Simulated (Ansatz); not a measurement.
**CsI (SMILES [I][Cs]): levels of theory compared**

We compute a comparison of 6 runs (HF/3-21G, PBE0/def2-SVP, wB97X/def2-SVP, B3LYP/def2-SVPD, MP2/3-21G, MP2/def2-TZVP) of CsI. 

The results are computed with Ansatz 0.2.0.

6 further runs of the same task are left out: 4 for a known fault of the program, 2 that didn't finish.

## (1) The system as given

CsI has 2 atoms, charge 0, and is taken as a singlet. As SMILES, `[I][Cs]`. Geometry: the measured bond length.

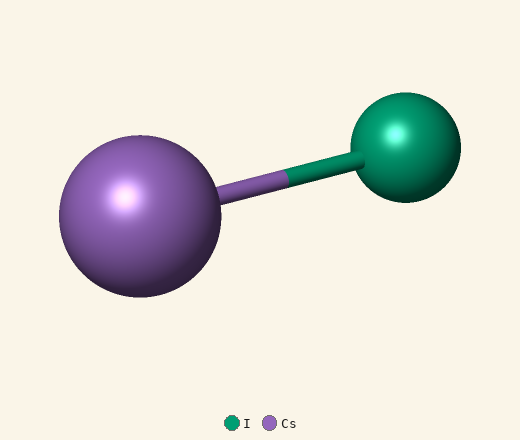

Viewed from a chosen angle; iodine teal, caesium purple.

## (2) Energy and gradient at HF/3-21G (run 1)

File input.yaml:

```yaml
crystal:
  periodic: [false, false, false]
  atoms:
    - symbol: I
      position_ang: [0.000000, 0.000000, 0.000000]
    - symbol: Cs
      position_ang: [0.000000, 0.000000, 3.315192]
basis:
  gaussian:
    orbitals: 3-21G-spherical.json
hamiltonian:
  xc: hf
accuracy: high
output:
  forces: true
  orbitals: {seedname: orbitals}
```

The basis set 3-21G is read from a file made from the Basis Set Exchange's data (not shown).

Launch:

```bash
$ ansatz run input.yaml --threads 1 --pin off --max-ram 2610MiB --events-out events.jsonl --progress --plain --runs-dir runs
```

The program printed:

```text
Warning: RAYON_NUM_THREADS=1 ignored (pool sized by the plan → 1); use --threads N
Functional definition: HF
  name "HF"
  exchange = exact_x
  correlation = 0
1017 factors; integrals over basis functions are off by at most 5.3e-9 eV
mean field evaluation 1: about -392318.7583 eV, gradient 1.0e1 eV
mean field evaluation 2: about -392318.8301 eV, gradient 1.0e1 eV
mean field evaluation 4: about -392319.2891 eV, gradient 1.9e-1 eV
mean field evaluation 8: about -392319.2890 eV, gradient 3.2e-3 eV
mean field -392319.28900272 eV, -14417.4679472850 hartree, gradient 2.4e-8 eV, S^2 0.000000; 0 other end points of the search recorded, 0 dependent functions left out
the calculation of the forces begins
reference -392319.28900272 eV, -14417.4679472850 hartree; 54, 54 occupied and 12, 12 virtual orbitals, 1017 factors
Total energy: -392319.28900272 eV, -14417.4679472850 hartree
Atom 0 at     0.000000     0.000000     0.000000 Å, force    -0.000000     0.000000    -1.291769 eV/Å
Atom 1 at     0.000000     0.000000     3.315192 Å, force     0.000000    -0.000000     1.291769 eV/Å
Dipole moment:    -0.000000     0.000000     3.132677 e Å
```

Run time: 2.3 s. Hardware: 1 thread of Arm Neoverse V2, shared host.

## (3) Energy and forces at PBE0/def2-SVP (core potential) (run 2)

File molecule.yaml:

```yaml
crystal:
  periodic: [false, false, false]
  atoms:
    - {symbol: I, position_ang: [0.000000, 0.000000, 0.000000]}
    - {symbol: Cs, position_ang: [0.000000, 0.000000, 3.315192]}
basis:
  gaussian: {orbitals: def2-SVP}
hamiltonian: {xc: pbe0}
accuracy: high
output: {forces: true, orbitals: {seedname: orbitals}}
```

Launch:

```bash
$ ansatz run molecule.yaml --threads 1 --pin off --max-ram 2610MiB --events-out events.jsonl --progress --plain --runs-dir runs
```

The program printed, cut to the lines that bear on the results:

```text
Warning: RAYON_NUM_THREADS=1 ignored (pool sized by the plan → 1); use --threads N
Functional definition: PBE0
  name "PBE0"
[...]
1017 factors; integrals over basis functions are off by at most 3.1e-9 eV
[...]
mean field -8651.94366291 eV, -317.9530651140 hartree, gradient 2.4e-8 eV, S^2 0.000000; 0 other end points of the search recorded, 0 dependent functions left out
[...]
reference -8651.94366721 eV, -317.9530652721 hartree; 17, 17 occupied and 33, 33 virtual orbitals, 1017 factors
Total energy: -8651.94366721 eV, -317.9530652721 hartree
Atom 0 at     0.000000     0.000000     0.000000 Å, force     0.000000    -0.000000    -0.250944 eV/Å
Atom 1 at     0.000000     0.000000     3.315192 Å, force     0.000000     0.000000     0.250944 eV/Å
Dipole moment:     0.000000    -0.000000     2.392502 e Å
```

It took 5.1 s on 1 thread of Arm Neoverse V2, shared host.

Run 3 isn't shown in full; the table further down has it.

## (4) Energy and forces at B3LYP/def2-SVPD (core potential) (run 4)

molecule.yaml, as its differences from that of step 3:

```diff
@@ -6,4 +6,6 @@
 basis:
-  gaussian: {orbitals: def2-SVP}
-hamiltonian: {xc: pbe0}
+  gaussian:
+    orbitals: def2-SVPD
+hamiltonian:
+  xc: {name: B3LYP}
 accuracy: high
```

Launch:

```bash
$ ansatz run molecule.yaml --threads 1 --pin off --max-ram 2610MiB --events-out events.jsonl --progress --plain --runs-dir runs
```

The program printed, cut to the lines that bear on the results:

```text
Warning: RAYON_NUM_THREADS=1 ignored (pool sized by the plan → 1); use --threads N
Functional definition: B3LYP
  name "B3LYP"
[...]
1252 factors; integrals over basis functions are off by at most 3.1e-9 eV
[...]
mean field -8654.43768492 eV, -318.0447187324 hartree, gradient 4.8e-8 eV, S^2 0.000000; 0 other end points of the search recorded, 0 dependent functions left out
[...]
reference -8654.43772911 eV, -318.0447203563 hartree; 17, 17 occupied and 45, 45 virtual orbitals, 1252 factors
Total energy: -8654.43772911 eV, -318.0447203563 hartree
Atom 0 at     0.000000     0.000000     0.000000 Å, force     0.000000     0.000000    -0.423057 eV/Å
Atom 1 at     0.000000     0.000000     3.315192 Å, force    -0.000000    -0.000000     0.423057 eV/Å
Dipole moment:    -0.000000     0.000000     2.418172 e Å
```

Run time: 6.6 s. Hardware: 1 thread of Arm Neoverse V2, shared host; peak memory 0.23 GiB.

Run 5 isn't shown in full; the table further down has it.

## (5) Energy and forces at MP2/def2-TZVP (core potential) (run 6)

File job.yaml:

```yaml
basis:
  gaussian:
    orbitals: def2-TZVP
crystal:
  periodic: [false, false, false]
  atoms:
    - {symbol: I, position_ang: [0.000000, 0.000000, 0.000000]}
    - {symbol: Cs, position_ang: [0.000000, 0.000000, 3.315192]}
correlation:
  method: mp2
  frozen_orbitals: {Cs: 0, I: 4}
accuracy: high
output: {forces: true, orbitals: {seedname: orbitals}}
```

Launch:

```bash
$ ansatz run job.yaml --threads 1 --pin off --max-ram 2610MiB --events-out events.jsonl --progress --plain --runs-dir runs
```

The program printed, cut to the lines that bear on the results:

```text
Warning: RAYON_NUM_THREADS=1 ignored (pool sized by the plan → 1); use --threads N
Functional definition: HF
  name "HF"
[...]
1339 factors; integrals over basis functions are off by at most 3.1e-9 eV
[...]
mean field -8615.50618789 eV, -316.6140126052 hartree, gradient 1.7e-8 eV, S^2 0.000000; 0 other end points of the search recorded, 0 dependent functions left out
4 core orbitals not correlated: weight in the atoms' cores, before any rotation towards them, 1.000 or more for the frozen orbitals, at most 0.000 for the correlated occupied ones
reference -8615.50618789 eV, -316.6140126052 hartree; 13, 13 occupied and 62, 62 virtual orbitals, 1339 factors
second order -16.37530629 eV of doubles, -0.00000000 eV of singles
[...]
Total energy: -8631.88149418 eV, -317.2157940116 hartree
Atom 0 at     0.000000     0.000000     0.000000 Å, force    -0.000000    -0.000000    -0.227989 eV/Å
Atom 1 at     0.000000     0.000000     3.315192 Å, force     0.000000     0.000000     0.227989 eV/Å
Dipole moment:     0.000000    -0.000000     2.519739 e Å
```

Wall time 3.6 s (1 thread of Arm Neoverse V2, shared host).

## (6) Overview of the runs

| run | level | core potential | frozen core orbitals | energy (Eh) | dipole moment (D) | HOMO energy (eV) | LUMO energy (eV) | wall time |
| --- | --- | --- | --- | --- | --- | --- | --- | --- |
| 1 | HF/3-21G | none | – | -14417.467947 | 15.05 | -6.83 | 0.12 | 2.3 s |
| 2 | PBE0/def2-SVP (core potential) | def2-SVP | – | -317.953065 | 11.49 | -5.26 | -1.33 | 5.1 s |
| 3 | wB97X/def2-SVP (core potential) | def2-SVP | – | -317.992777 | 11.96 | -7.31 | -0.07 | 25 s |
| 4 | B3LYP/def2-SVPD (core potential) | def2-SVPD | – | -318.044720 | 11.61 | -5.11 | -1.57 | 6.6 s |
| 5 | MP2/3-21G | none | 41 | -14417.503372 | 14.89 | -6.83 | 0.12 | 3.9 s |
| 6 | MP2/def2-TZVP (core potential) | def2-TZVP | 4 | -317.215794 | 12.10 | -7.65 | -0.29 | 3.6 s |

## (7) Outcome

```
                                          quantity          value
                               run 6: total energy  -317.21579 Eh
         run 6: dipole moment (correlated density)        12.10 D
        run 6: HOMO energy (Hartree–Fock orbitals)       -7.65 eV
        run 6: LUMO energy (Hartree–Fock orbitals)       -0.29 eV
      run 6: HOMO–LUMO gap (Hartree–Fock orbitals)        7.37 eV
run 6: correlation energy (4 core orbitals frozen)     -601.8 mEh
                   run 6: largest force on an atom     0.228 eV/Å
```

In words: The dipole moment (its size) runs from 11.49 D (PBE0/def2-SVP) to 15.05 D (HF/3-21G). The two ends differ in method and basis and core potential. Over runs 1, 2, 3, 4 the HOMO–LUMO gap runs from 3.54 eV (B3LYP/def2-SVPD) to 7.24 eV (wB97X/def2-SVP). The two ends differ in method and basis. Totals of different functionals can't be ranked against each other. Some runs of one species differ in core potentials or relativity; totals across that change don't compare. In runs 1, 5 relativity is left out where basis or elements ask for it. All runs together took 47 s, the longest 25 s.
